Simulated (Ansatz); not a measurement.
Start from InP in the zinc blende structure (space group F-43m, No. 216; a = 5.9598 Å).

It is then changed as follows: 0.529 holes added to each cell, a density of 1.0×10^22 cm⁻³, with a uniform compensating background at fixed cell and a 300 K Fermi–Dirac width.

Calculations: PBE (Ansatz, a program for electronic structure; PAW; 420 eV plane waves; no spin-orbit coupling), earlier PAW set.

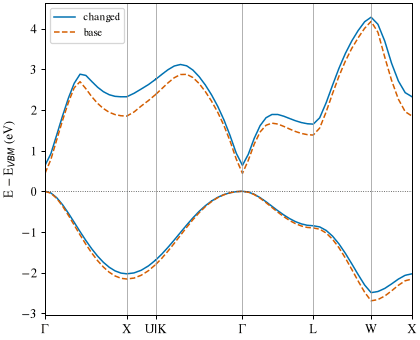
Highest valence and lowest conduction band along the path, each from its own valence-band maximum

The gap is 0.64 eV, direct at Γ; the base has 0.44 eV.

Charged cell with a jellium background: band edges are those of the host's band count, energies are not comparable with the neutral cell, and many-body gap narrowing is missing. Stability against distortions was not tested.
